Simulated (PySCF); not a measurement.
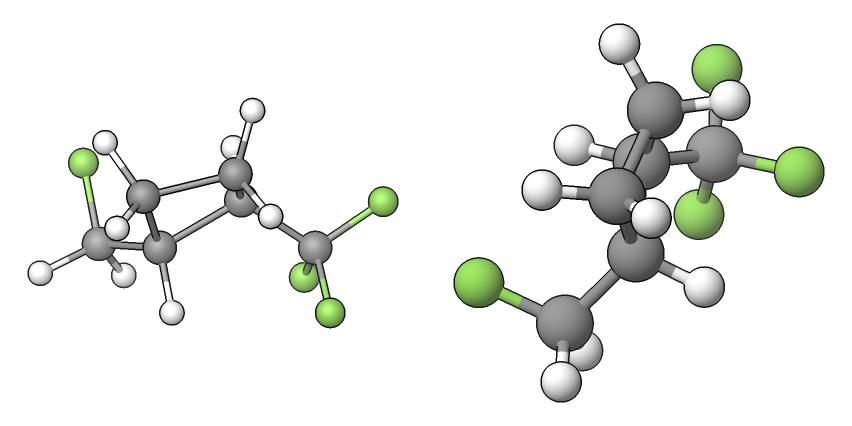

Both panels show the same species. Colours: fluorine green, carbon grey, hydrogen white.

The geometry was computed by an optimisation with PBE0-D3(BJ)/def2-SVP. No frequency run is at hand to confirm it as a minimum.

Describe the molecule.

It has 18 atoms: 6 carbon, 8 hydrogen and 4 fluorine (C₆H₈F₄). As SMILES it reads `FC[C@@H]1CC[C@H]1C(F)(F)F`. Independent rings (smallest set): 1 of 4 members. Among its groups: C–F bond. The point group is C1. Coordination, clear cases only: 2 C tetrahedral.

The parts below concern this one geometry. Atoms keep their numbers from picture to picture.

## Shape

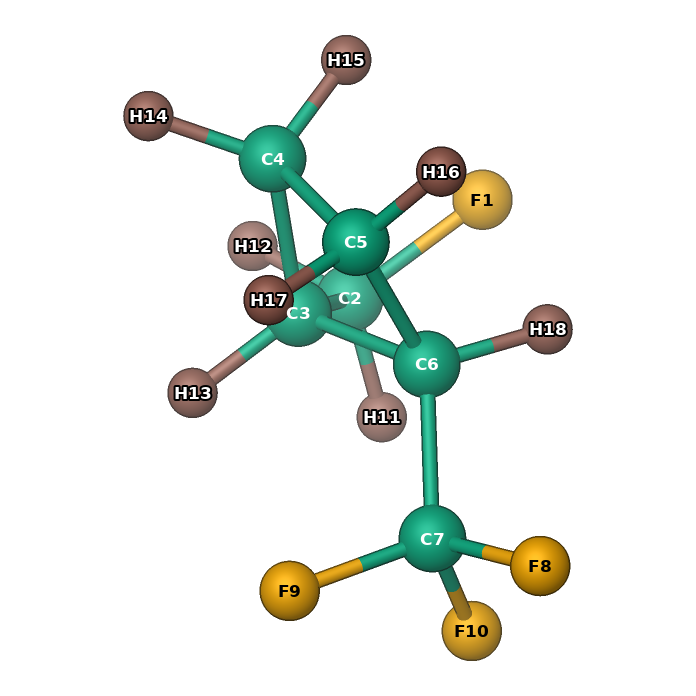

C2 lies behind C3. The molecule seen a little off the C3–C2 bond, C3 in front. Depth is shown by fading: the farther an atom, the more it takes the colour of the background. No frequency run is at hand to confirm it as a minimum.

**What is the torsion angle C4–C3–C2–F1? The sign is positive where the front bond must turn clockwise to cover the back bond.**

51°, synclinal (gauche). The bonds about C3–C2 are staggered.

## NMR shielding

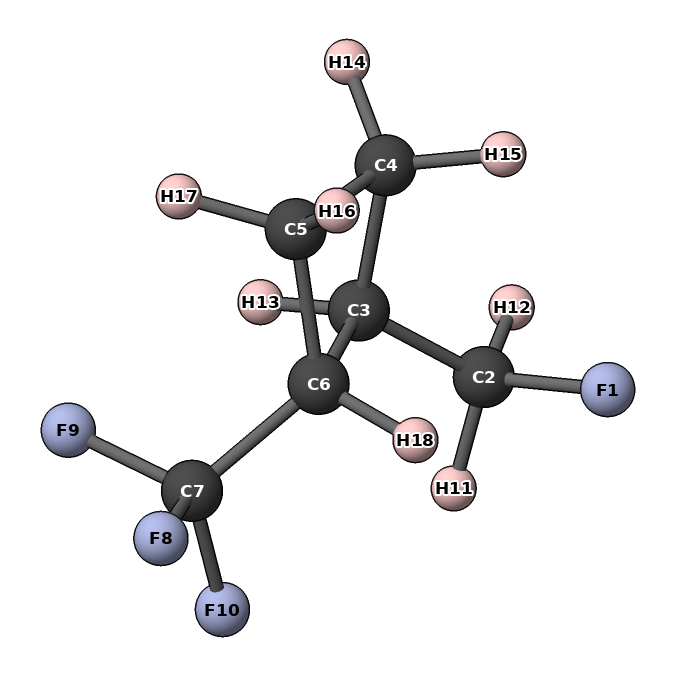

The questions are on isotropic NMR shieldings of the C atoms. No frequency run is at hand to confirm it as a minimum. Method: GIAO CAM-B3LYP/pcSseg-1 NMR shielding, non-relativistic, gas phase (PySCF 2.14.0).

**Which C atom is the most shielded (lowest chemical shift)?**

C4 (164.4 ppm).

**Which C atom is the least shielded (highest chemical shift)?**

C7 (48.0 ppm).

**How wide is the range of C shifts?**

116.4 ppm.

List the isotropic NMR shieldings of the C atoms.

| atom | σ (ppm) |
| --- | --- |
| C2 | 99.0 |
| C3 | 144.1 |
| C4 | 164.4 |
| C5 | 164.1 |
| C6 | 144.3 |
| C7 | 48.0 |

## Excitation

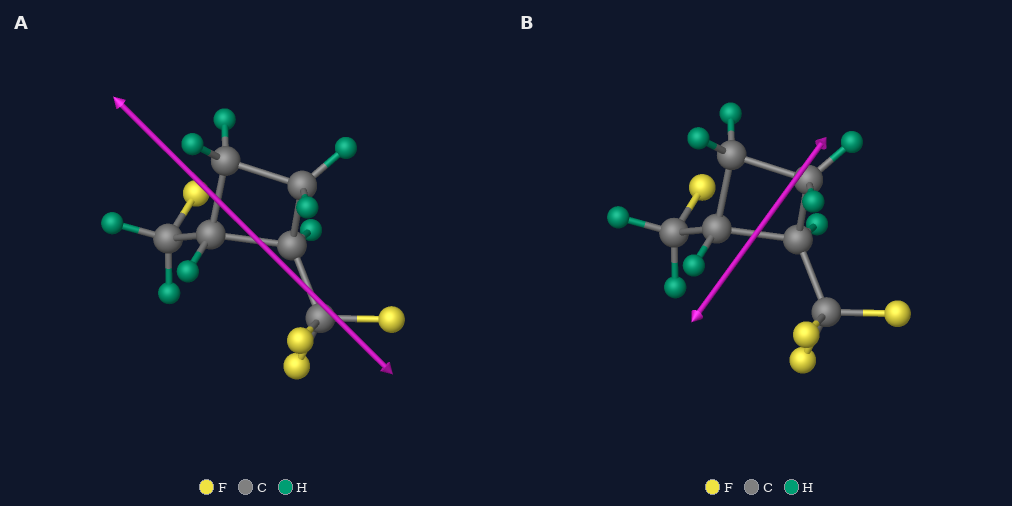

The double arrows show the directions of two transition dipoles from the ground state (lengths mean nothing). No frequency run is at hand to confirm it as a minimum. Method: TDDFT B3LYP/def2-SVPD, vertical, gas phase, core orbitals frozen in the response (PySCF 2.14.0).

**One belongs to singlet state 2 and one to singlet state 8. Which is which?**

A: state 2, 8.47 eV (146 nm), oscillator strength 0.015, mainly HOMO−1 → LUMO (weight 0.95).
B: state 8, 9.04 eV (137 nm), oscillator strength 0.020, mainly HOMO−2 → LUMO+1 (weight 0.94).

## Polarisability

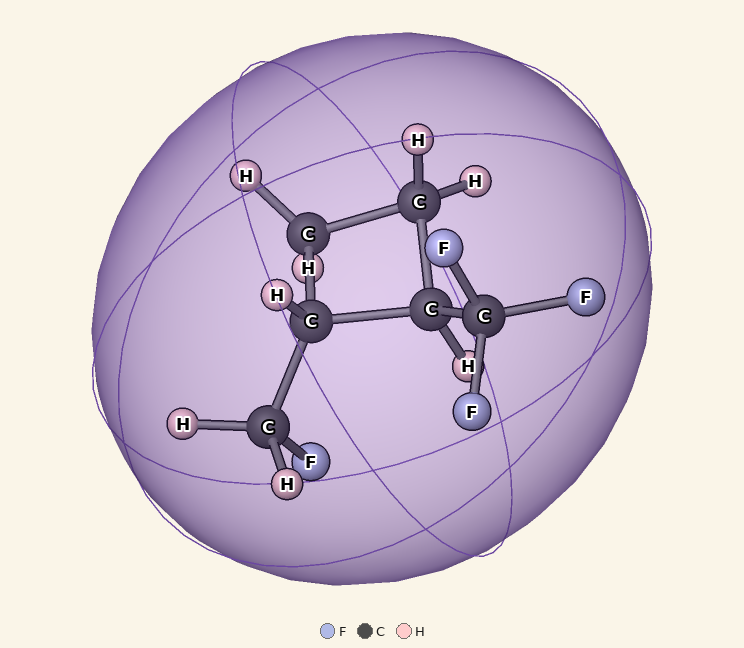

The ellipsoid shows the static dipole polarisability: its half-axes are proportional to the principal values. No frequency run is at hand to confirm it as a minimum. Method: B3LYP/def2-SVPD (PySCF 2.14.0).

**Give the principal values, the mean and the anisotropy.**

Principal values 65.1, 74.5, 77.2 bohr³; mean 72.3 bohr³ (10.71 Å³); anisotropy 11.0 bohr³, so the longest axis is 1.19 times the shortest.

## Ring current

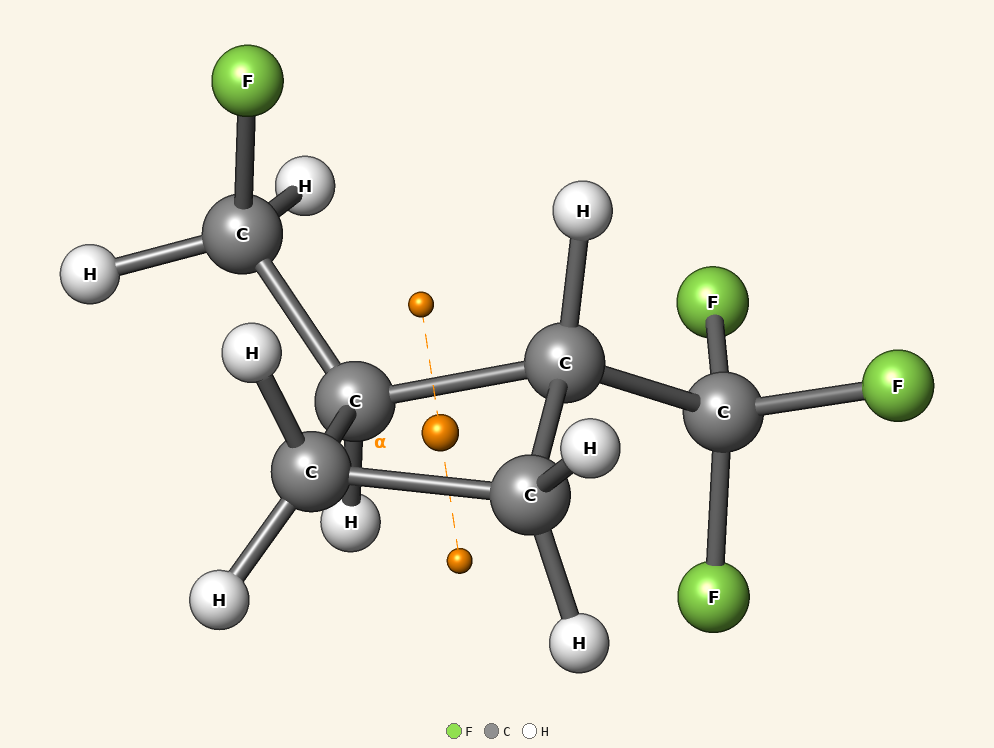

The small points mark where nucleus-independent chemical shifts (NICS) were computed: at the centre of each lettered ring and 1 Å above and below it. No frequency run is at hand to confirm it as a minimum. Properties computed with GIAO CAM-B3LYP/pcSseg-1 NMR shielding, non-relativistic, gas phase (PySCF 2.14.0).

Give NICS(0), NICS(1) and the out-of-plane component NICS(1)zz for each ring (means of the two sides).

| ring | members | NICS(0) | NICS(1) | NICS(1)zz |
| --- | --- | --- | --- | --- |
| α | C4 | −4.2 | −1.9 | 2.6 |

Values in ppm.
